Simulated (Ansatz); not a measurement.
# A family of molecules: the dipole moment

One atom is swapped for its congeners: CBrClF2 `FC(F)(Cl)Br`; CBrCl2F (bromodichlorofluoromethane) `FC(Cl)(Cl)Br`; CBr2ClF (dibromochlorofluoromethane) `FC(Cl)(Br)Br`; CIBrClF `FC(Cl)(Br)I`. All are singlets with charge 0.

Shapes, held fixed at every level: PBE0-D4/def2-TZVP. Programs: Ansatz 0.2.0. Values in D.

```csv
level,CBrClF2,CBrCl2F,CBr2ClF,CIBrClF
PBE-D4/def2-TZVPP,0.30,0.30,0.30,0.45
r2SCAN-D4/def2-TZVPP,0.30,0.30,0.31,0.47
B3LYP-D4/def2-TZVPP,0.45,0.40,0.41,0.61
wB97M-V/def2-TZVPP,0.46,0.41,0.42,0.66
```

At wB97M-V/def2-TZVPP the dipole moment isn't monotonic: it is largest for I and smallest for Cl (0.66 and 0.41 D). 2 of 4 levels show this order throughout; 3 agree on the largest and the smallest. For atoms past krypton def2 sets carry core potentials with scalar relativity. Relativity is left out for Br unless named. Magnitudes only: a dipole under 1 D may point either way.

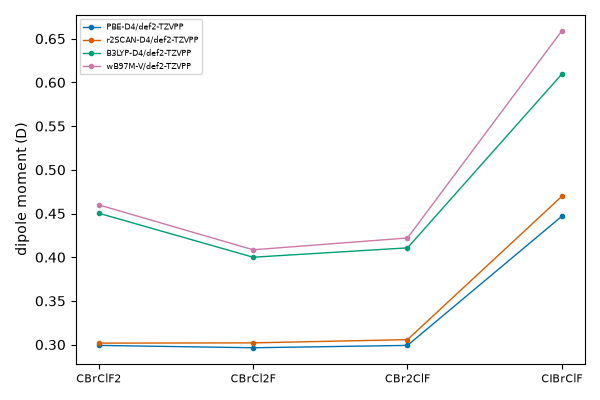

The trend along the series, level by level.
